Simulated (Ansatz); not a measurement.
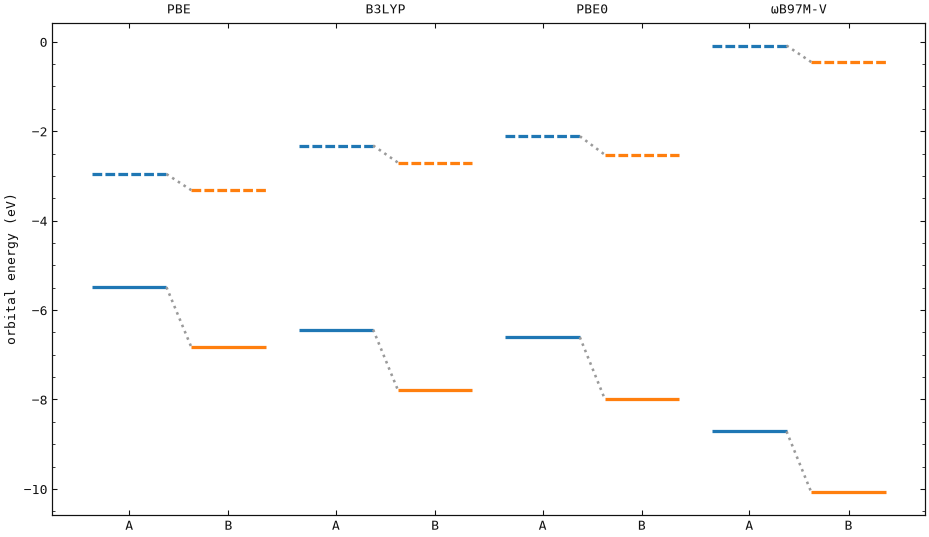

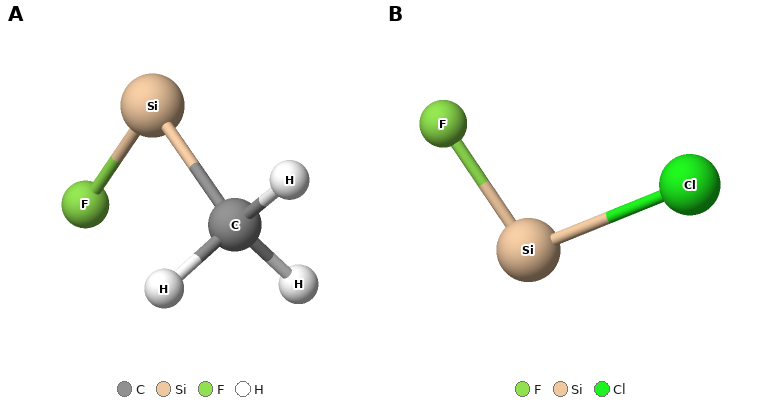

One change: A, CH₃FSi (SMILES C[Si]F), becomes B, SiClF (SMILES F[Si]Cl). CH₃ on Si is replaced by Cl. HOMO (solid) and LUMO (dashed) computed in def2-TZVPP at PBE0-D4/def2-TZVP geometries, both minima by their frequencies, gas phase, the Ansatz code 0.2.0.

What does the change do to HOMO and LUMO?

PBE: the HOMO falls by 1.34 eV, the LUMO falls by 0.36 eV, and the separation goes from 2.53 to 3.51 eV. B3LYP: the HOMO falls by 1.35 eV, the LUMO falls by 0.38 eV, and the separation goes from 4.12 to 5.09 eV. PBE0: the HOMO falls by 1.37 eV, the LUMO falls by 0.41 eV, and the separation goes from 4.49 to 5.46 eV. ωB97M-V: the HOMO falls by 1.36 eV, the LUMO falls by 0.37 eV, and the separation goes from 8.63 to 9.62 eV.

Do the functionals agree on the effect?

They agree on the direction for both levels; the HOMO shift lies between −1.37 and −1.34 eV and the LUMO shift between −0.41 and −0.36 eV, while the separations themselves differ by up to 6.1 eV between functionals.
